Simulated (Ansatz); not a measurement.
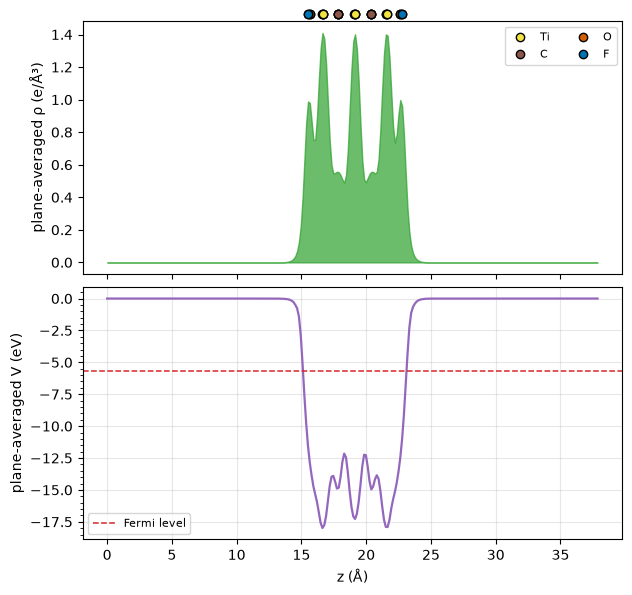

The picture shows: Ti3C2OF. Plane average of the electrostatic potential (local pseudopotential plus Hartree) felt by an electron and of the valence electron density across the slab. Circles mark the heights of the atoms.

Computed without spin polarisation.

Level of theory: DFT PBE, scalar-relativistic, plane waves, PAW (Ansatz 0.2.0).

The calculation's input:

```
crystal:
  lattice:
    - [6.1, 0.0, 0.0]
    - [-3.05, 5.2827549631, 0.0]
    - [0.0, 0.0, 25.1]
  atoms:
    - { symbol: Ti, position: [0.0, 0.0, 0.5] }
    - { symbol: C, position: [0.1666666667, 0.3333333333, 0.5490039841] }
    - { symbol: C, position: [0.3333333333, 0.1666666667, 0.4509960159] }
    - { symbol: Ti, position: [0.3333333333, 0.1666666667, 0.5928286853] }
    - { symbol: Ti, position: [0.1666666667, 0.3333333333, 0.4071713147] }
    - { symbol: O, position: [0.0, 0.0, 0.63187251] }
    - { symbol: O, position: [0.0, 0.0, 0.36812749] }
    - { symbol: Ti, position: [0.0, 0.5, 0.5] }
    - { symbol: C, position: [0.1666666667, 0.8333333333, 0.5490039841] }
    - { symbol: C, position: [0.3333333333, 0.6666666667, 0.4509960159] }
    - { symbol: Ti, position: [0.3333333333, 0.6666666667, 0.5928286853] }
    - { symbol: Ti, position: [0.1666666667, 0.8333333333, 0.4071713147] }
    - { symbol: O, position: [0.0, 0.5, 0.63187251] }
    - { symbol: F, position: [0.0, 0.5, 0.3585657371] }
    - { symbol: Ti, position: [0.5, 0.0, 0.5] }
    - { symbol: C, position: [0.6666666667, 0.3333333333, 0.5490039841] }
    - { symbol: C, position: [0.8333333333, 0.1666666667, 0.4509960159] }
    - { symbol: Ti, position: [0.8333333333, 0.1666666667, 0.5928286853] }
    - { symbol: Ti, position: [0.6666666667, 0.3333333333, 0.4071713147] }
    - { symbol: F, position: [0.5, 0.0, 0.6414342629] }
    - { symbol: O, position: [0.5, 0.0, 0.36812749] }
    - { symbol: Ti, position: [0.5, 0.5, 0.5] }
    - { symbol: C, position: [0.6666666667, 0.8333333333, 0.5490039841] }
    - { symbol: C, position: [0.8333333333, 0.6666666667, 0.4509960159] }
    - { symbol: Ti, position: [0.8333333333, 0.6666666667, 0.5928286853] }
    - { symbol: Ti, position: [0.6666666667, 0.8333333333, 0.4071713147] }
    - { symbol: F, position: [0.5, 0.5, 0.6414342629] }
    - { symbol: F, position: [0.5, 0.5, 0.3585657371] }
  periodic: [true, true, false]
scf:
  occupations: { method: gaussian, width: 0.05 }
  n_extra_bands: 6
output:
  forces: true
  stress: true
  write_density: true
  write_potential: true
  elf: true
  volumetric_format: npy
kpoints:
  mp_grid: { grid: [5, 5, 1] }
hamiltonian:
  xc: pbe
relax:
  f_tol: 0.02
  max_steps: 100
  cell: { stress_2d_tol: 0.1 }
```

Run with:

```sh
ansatz run input.yaml --threads 8 --pin off --max-ram 24576MiB --backend cpu --events-out ev --progress --plain --runs-dir out
```

The fields are those of the relaxed geometry.

How far below the vacuum level is the Fermi level?

Answer. The potential is flat in the vacuum, 5.66 eV above the Fermi level; this is the work function, the same on both faces.

How thick is the slab, and how wide the vacuum?

Answer. The outermost nuclei are 7.3 Å apart, in 7 atomic planes; the vacuum between periodic images is 30.7 Å wide.
